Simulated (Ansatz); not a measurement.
## Geometry relaxation, with input and output: W$_{6}$S$_{15}$ (part 1 of 2)

- system: W$_{6}$S$_{15}$
- method: RKS PBE-D4/def2-SVP (Ansatz 0.2.0)

The geometry: GFN2-xTB start. Figures and captions count atoms from 1; the log counts them from 0 in places.

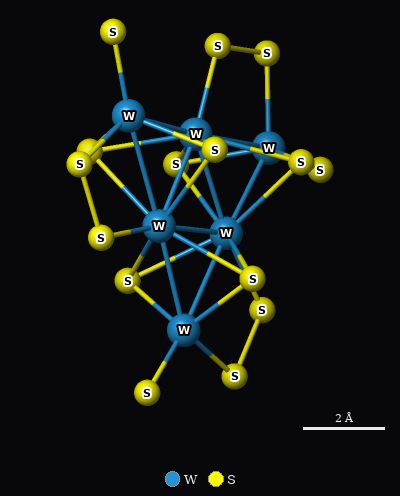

*The structure as given in the input (ball-and-stick view, seen at a tilt). Sticks mark near contacts.*

Bond lengths as drawn: S–S 2.02 Å, S–W 2.17 to 2.73 Å and W–W 2.74 to 3.00 Å.

The input
```yaml
crystal:
  periodic: [false, false, false]
  atoms:
    - {symbol: W, position_ang: [-2.779380, -1.821160, 0.000860]}
    - {symbol: W, position_ang: [-1.360560, 0.818370, 0.001260]}
    - {symbol: W, position_ang: [-0.182500, 3.319810, 0.002190]}
    - {symbol: W, position_ang: [-0.027790, -1.580490, -0.001780]}
    - {symbol: W, position_ang: [1.383880, 0.769090, 0.000180]}
    - {symbol: W, position_ang: [2.965530, -1.500160, -0.002960]}
    - {symbol: S, position_ang: [-1.764520, -1.031600, 1.961780]}
    - {symbol: S, position_ang: [-1.768450, -1.027710, -1.961170]}
    - {symbol: S, position_ang: [-4.696830, -0.457480, 0.004880]}
    - {symbol: S, position_ang: [-3.533950, -3.858780, -0.000800]}
    - {symbol: S, position_ang: [-0.011200, 2.043560, 1.963840]}
    - {symbol: S, position_ang: [-0.012370, 2.046970, -1.961280]}
    - {symbol: S, position_ang: [-3.704660, 1.296930, 0.005680]}
    - {symbol: S, position_ang: [1.961280, 4.291100, 0.002780]}
    - {symbol: S, position_ang: [-1.557880, 5.002430, 0.003940]}
    - {symbol: S, position_ang: [1.775640, -1.015030, 1.958310]}
    - {symbol: S, position_ang: [1.773580, -1.009400, -1.961860]}
    - {symbol: S, position_ang: [0.719820, -3.851960, -0.006070]}
    - {symbol: S, position_ang: [2.976480, 2.549500, 0.000740]}
    - {symbol: S, position_ang: [5.108640, -1.141620, -0.003700]}
    - {symbol: S, position_ang: [2.735220, -3.842370, -0.006810]}
basis:
  gaussian: {orbitals: def2-SVP, fitting: {mean_field: def2-universal-jkfit}}
hamiltonian: {xc: pbe, dispersion: d4}
scf: {lower_state_search: "off"}
output: {orbitals: {seedname: orbitals}}
relax: {f_tol: 0.03, max_steps: 70}
```

Run on 2 CPU threads, shared host.

Launch command:
```bash
ansatz run in.yaml --threads 2 --pin off --events-out ev --progress --plain --max-ram 22528MiB --backend cuda --devices 0, --max-vram 18GiB
```

What the program printed
```
Functional definition: PBE
  name "PBE"
  cite "Perdew, Burke & Ernzerhof, Phys. Rev. Lett. 77, 3865 (1996) doi:10.1103/PhysRevLett.77.3865"
  parent pbe
  parameter kappa = 0.804
  parameter beta = 0.06672455060314922
  exchange = pbe_x(kappa = kappa, mu = beta*pi^2/3)
  correlation = pbe_c(beta = beta)
these checks for a lower state are left out or cut short: stability, starts, cluster_reference, orbital_swaps, neighbouring_geometries, increment
3282 factors; integrals over basis functions are off by at most 3.0e-2 eV
mean field evaluation 1: about -173381.5978 eV, gradient 9.1e1 eV
mean field evaluation 2: about -172807.6236 eV, gradient 4.1e2 eV
mean field evaluation 4: about -173377.2531 eV, gradient 9.1e1 eV
mean field evaluation 8: about -173393.5757 eV, gradient 4.8e1 eV
mean field evaluation 16: about -173399.0907 eV, gradient 2.1e-6 eV
mean field -173399.09072032 eV, -6372.2990498468 hartree, gradient 2.1e-6 eV, S^2 0.000000; 0 other end points of the search recorded, 0 dependent functions left out
the calculation of the forces begins
reference -173399.09083197 eV, -6372.2990539496 hartree; 162, 162 occupied and 300, 300 virtual orbitals, 3282 factors
relax step   1: F+E_penalty+E_count = -173402.41087258 eV  Δ(F+E_penalty+E_count) = +0.000e0 eV  max|allowed force component| = 1.885e0 eV/Å  Δτ_max = 0.0000 Å  (52 SCF iters, accepted)
these checks for a lower state are left out or cut short: stability, starts, cluster_reference, orbital_swaps, neighbouring_geometries, increment
3282 factors; integrals over basis functions are off by at most 3.0e-2 eV
mean field -173400.66026402 eV, -6372.3567295139 hartree, gradient 2.7e-6 eV, S^2 0.000000; 0 other end points of the search recorded, 0 dependent functions left out
[... from here on the field's lines of each further geometry are left out, up to the last ...]
relax step   2: F+E_penalty+E_count = -173404.10172045 eV  Δ(F+E_penalty+E_count) = -1.691e0 eV  max|allowed force component| = 1.256e0 eV/Å  Δτ_max = 0.1949 Å  (34 SCF iters, accepted)
relax step   3: F+E_penalty+E_count = -173404.53082291 eV  Δ(F+E_penalty+E_count) = -4.291e-1 eV  max|allowed force component| = 9.156e-1 eV/Å  Δτ_max = 0.1999 Å  (34 SCF iters, accepted)
relax step   4: F+E_penalty+E_count = -173404.66041875 eV  Δ(F+E_penalty+E_count) = -1.296e-1 eV  max|allowed force component| = 1.133e0 eV/Å  Δτ_max = 0.1955 Å  (36 SCF iters, accepted)
relax step   5: F+E_penalty+E_count = -173404.87312990 eV  Δ(F+E_penalty+E_count) = -2.127e-1 eV  max|allowed force component| = 6.773e-1 eV/Å  Δτ_max = 0.2000 Å  (35 SCF iters, accepted)
relax step   6: F+E_penalty+E_count = -173404.96464699 eV  Δ(F+E_penalty+E_count) = -9.152e-2 eV  max|allowed force component| = 4.351e-1 eV/Å  Δτ_max = 0.0714 Å  (30 SCF iters, accepted)
relax step   7: F+E_penalty+E_count = -173405.04936901 eV  Δ(F+E_penalty+E_count) = -8.472e-2 eV  max|allowed force component| = 3.568e-1 eV/Å  Δτ_max = 0.1289 Å  (31 SCF iters, accepted)
relax step   8: F+E_penalty+E_count = -173405.09295562 eV  Δ(F+E_penalty+E_count) = -4.359e-2 eV  max|allowed force component| = 1.462e-1 eV/Å  Δτ_max = 0.0717 Å  (31 SCF iters, accepted)
relax step   9: F+E_penalty+E_count = -173405.09754182 eV  Δ(F+E_penalty+E_count) = -4.586e-3 eV  max|allowed force component| = 1.112e-1 eV/Å  Δτ_max = 0.0450 Å  (32 SCF iters, accepted)
relax step  10: F+E_penalty+E_count = -173405.10007566 eV  Δ(F+E_penalty+E_count) = -2.534e-3 eV  max|allowed force component| = 3.148e-2 eV/Å  Δτ_max = 0.0210 Å  (27 SCF iters, accepted)
the calculation of the forces begins
reference -173401.63832989 eV, -6372.3926727717 hartree; 162, 162 occupied and 300, 300 virtual orbitals, 3282 factors
relax step  11: F+E_penalty+E_count = -173405.10012319 eV  Δ(F+E_penalty+E_count) = -4.753e-5 eV  max|allowed force component| = 2.725e-2 eV/Å  Δτ_max = 0.0059 Å  (27 SCF iters, accepted)
these checks for a lower state are left out or cut short: stability, starts, cluster_reference, orbital_swaps, neighbouring_geometries, increment
3282 factors; integrals over basis functions are off by at most 2.8e-2 eV
mean field -173401.63801605 eV, -6372.3926612382 hartree, gradient 2.6e-6 eV, S^2 0.000000; 0 other end points of the search recorded, 0 dependent functions left out
the calculation of the forces begins
reference -173401.63812607 eV, -6372.3926652814 hartree; 162, 162 occupied and 300, 300 virtual orbitals, 3282 factors
relax step  12: F+E_penalty+E_count = -173405.09990421 eV  Δ(F+E_penalty+E_count) = +2.190e-4 eV  max|allowed force component| = 2.619e-2 eV/Å  Δτ_max = 0.0216 Å  (29 SCF iters, rejected (line search))
relax step  13: F+E_penalty+E_count = -173405.10012319 eV  Δ(F+E_penalty+E_count) = +0.000e0 eV  max|allowed force component| = 2.725e-2 eV/Å  Δτ_max = 0.0000 Å  (27 SCF iters, accepted)
```

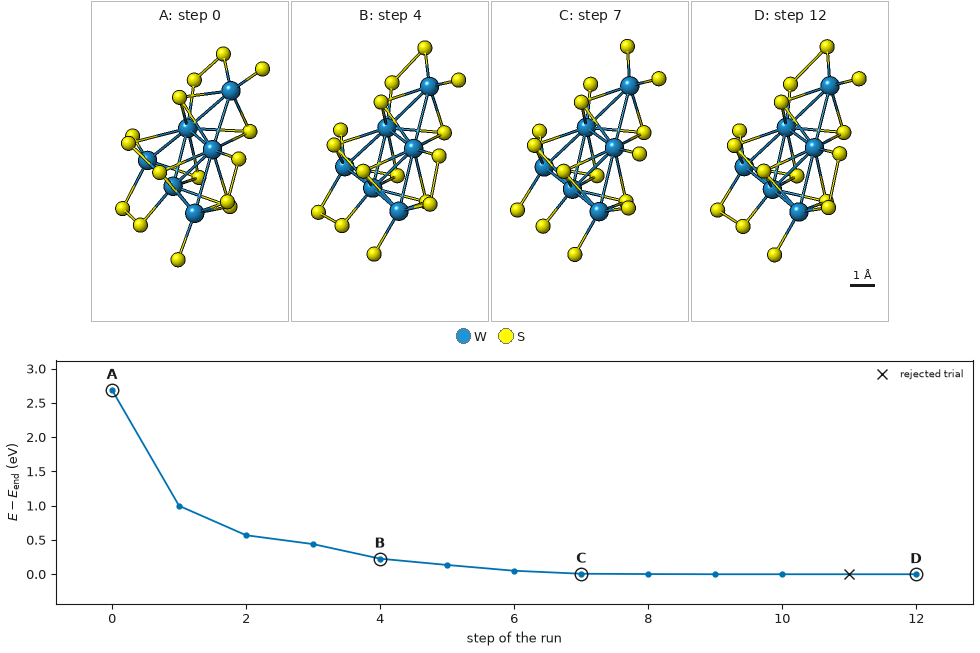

*Frames of the relaxation (ball-and-stick view, seen at a tilt) above the curves, on which the letters mark them (the first geometry is step 0 here and step 1 in the log).*

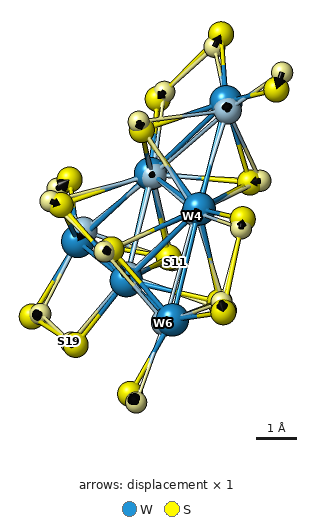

*Start (faint) and end (solid) with the displacements as black arrows, at true length (ball-and-stick view, seen at a tilt). The two geometries are laid on each other by the best rigid fit.*

Over 12 geometry steps the energy falls by 2.689 eV. Largest force component: 1.9 eV/Å at the start, 0.027 eV/Å at the end. The line search rejected the trial step at point 11 (counted from 0) and went back. The largest move after the best rigid fit is that of S15, 0.48 Å. By element the largest moves are S 0.48 Å, W 0.31 Å. Among the contacts that change: S14–S19 2.016 → 2.582 Å, W2–S11 2.678 → 2.455 Å, W2–W4 2.744 → 2.954 Å, W2–S13 2.392 → 2.187 Å. Among the angles that change: W2–W3–S15 115.5° → 90.1°, W4–W1–S10 115.3° → 90.1°, W2–W1–S10 172.1° → 149.2°. (Atoms are counted from 1 in the order of the input.)

```
Total energy: -173405.10023320 eV, -6372.5198953718 hartree
Atom 0 at    -3.037799    -1.640359     0.000735 Å, force     0.008030     0.006374    -0.000112 eV/Å
Atom 1 at    -1.421596     0.942091     0.001953 Å, force    -0.020466     0.019821    -0.000067 eV/Å
Atom 2 at     0.098286     3.450933     0.003178 Å, force     0.001001    -0.009891    -0.000007 eV/Å
Atom 3 at    -0.105053    -1.702302    -0.001528 Å, force    -0.006900    -0.027224    -0.000072 eV/Å
Atom 4 at     1.526655     0.760022    -0.000431 Å, force     0.027252     0.007895    -0.000013 eV/Å
Atom 5 at     2.939379    -1.810544    -0.003908 Å, force    -0.008975     0.004174    -0.000033 eV/Å
Atom 6 at    -1.644201    -0.919308     1.743664 Å, force     0.011082    -0.000594     0.003389 eV/Å
Atom 7 at    -1.646820    -0.916032    -1.742938 Å, force     0.011054    -0.000560    -0.003229 eV/Å
Atom 8 at    -5.020172    -0.600007     0.003215 Å, force     0.012963    -0.000451    -0.000021 eV/Å
Atom 9 at    -3.086151    -3.790109    -0.001264 Å, force     0.002085     0.007218     0.000028 eV/Å
Atom 10 at     0.029378     1.882262     1.745066 Å, force    -0.006378    -0.009327     0.003374 eV/Å
Atom 11 at     0.026770     1.885551    -1.741562 Å, force    -0.006423    -0.009336    -0.003350 eV/Å
Atom 12 at    -3.532865     1.511401     0.004068 Å, force     0.012808    -0.004521     0.000007 eV/Å
Atom 13 at     1.990920     4.647066     0.002887 Å, force    -0.006772    -0.011143     0.000002 eV/Å
Atom 14 at    -1.738992     4.568151     0.005618 Å, force     0.005736    -0.005777    -0.000021 eV/Å
Atom 15 at     1.618705    -0.967955     1.741226 Å, force    -0.005042     0.009883     0.003309 eV/Å
Atom 16 at     1.616094    -0.964674    -1.745479 Å, force    -0.005024     0.009906    -0.003209 eV/Å
Atom 17 at     0.457747    -3.815381    -0.003942 Å, force    -0.002287     0.012977     0.000025 eV/Å
Atom 18 at     3.075228     2.304016    -0.000125 Å, force    -0.010049    -0.008582    -0.000018 eV/Å
Atom 19 at     4.825138    -0.777234    -0.004343 Å, force    -0.007419    -0.001667     0.000003 eV/Å
Atom 20 at     3.029330    -4.047588    -0.006079 Å, force    -0.006276     0.010822     0.000013 eV/Å
Dipole moment:     0.000578     0.000214     0.000001 e Å
Checks for a lower state left out: stability, starts, cluster_reference, orbital_swaps, neighbouring_geometries, increment
```

Trajectory as extended XYZ (Å, eV, eV/Å), 10 of the 13 frames kept, from step=1 to step=13
```
21
Properties=species:S:1:pos:R:3:forces:R:3 step=1 energy=-173402.41087
W    -2.7794   -1.8212    0.0009   -0.8145  -0.6400  -0.0081
W    -1.3606    0.8184    0.0013    0.4643  -0.1411  -0.0023
W    -0.1825    3.3198    0.0022   -0.1483   1.0157   0.0055
W    -0.0278   -1.5805   -0.0018   -0.1228   0.4418   0.0059
W     1.3839    0.7691    0.0002   -0.3460  -0.3379  -0.0026
W     2.9655   -1.5002   -0.0030    0.9490  -0.3831  -0.0024
S    -1.7645   -1.0316    1.9618    0.7853   0.1933  -1.7109
S    -1.7685   -1.0277   -1.9612    0.7846   0.1893   1.7150
S    -4.6968   -0.4575    0.0049   -0.3563  -1.3027  -0.0012
S    -3.5339   -3.8588   -0.0008    0.4328   0.4767   0.0009
S    -0.0112    2.0436    1.9638   -0.2286  -0.7612  -1.7334
S    -0.0124    2.0470   -1.9613   -0.2294  -0.7674   1.7324
S    -3.7047    1.2969    0.0057    1.2260   1.4705  -0.0007
S     1.9613    4.2911    0.0028   -0.9556   0.9636   0.0005
S    -1.5579    5.0024    0.0039    0.1960  -0.6219  -0.0005
S     1.7756   -1.0150    1.9583   -0.5583   0.5882  -1.7022
S     1.7736   -1.0094   -1.9619   -0.5558   0.5819   1.7029
S     0.7198   -3.8520   -0.0061   -1.8846   0.3253   0.0014
S     2.9765    2.5495    0.0007    0.6724  -1.7772  -0.0008
S     5.1086   -1.1416   -0.0037   -0.6296   0.1377   0.0007
S     2.7352   -3.8424   -0.0068    1.3196   0.3487   0.0000
21
Properties=species:S:1:pos:R:3:forces:R:3 step=2 energy=-173404.10172
W    -2.8244   -1.8645    0.0005   -0.6380   0.6825   0.0015
W    -1.3220    0.8081    0.0010   -1.2558   0.1929   0.0018
W    -0.1979    3.3803    0.0026    0.9178   0.2073   0.0013
W    -0.0398   -1.5456   -0.0013    0.4630  -1.1703  -0.0028
W     1.3577    0.7413    0.0000    0.7893   0.9636   0.0014
W     3.0242   -1.5167   -0.0032   -0.2745  -0.8884  -0.0022
S    -1.6574   -0.9960    1.8046    0.2447   0.0273   0.0315
S    -1.6610   -0.9924   -1.8041    0.2461   0.0255  -0.0323
S    -4.6769   -0.4529    0.0048   -0.0584  -0.5316  -0.0014
S    -3.5088   -3.8888   -0.0008    0.1353  -0.5393  -0.0005
S    -0.0342    1.9336    1.8054   -0.0959  -0.2259   0.0384
S    -0.0356    1.9364   -1.8025   -0.0963  -0.2274  -0.0382
S    -3.6300    1.3549    0.0055    0.5411   0.6115   0.0001
S     1.9540    4.2722    0.0027   -0.4396   0.3189   0.0000
S    -1.5968    4.9955    0.0040   -0.5403   0.1570   0.0006
S     1.6913   -0.9394    1.8024   -0.1470   0.1999   0.0334
S     1.6894   -0.9347   -1.8061   -0.1467   0.1975  -0.0332
S     0.6334   -3.8183   -0.0059   -0.7967   0.1564   0.0005
S     2.9910    2.4582    0.0008    0.2584  -0.7619  -0.0006
S     5.1212   -1.1048   -0.0037    0.3951   0.3858   0.0001
S     2.7225   -3.8263   -0.0068    0.4984   0.2188   0.0006
```
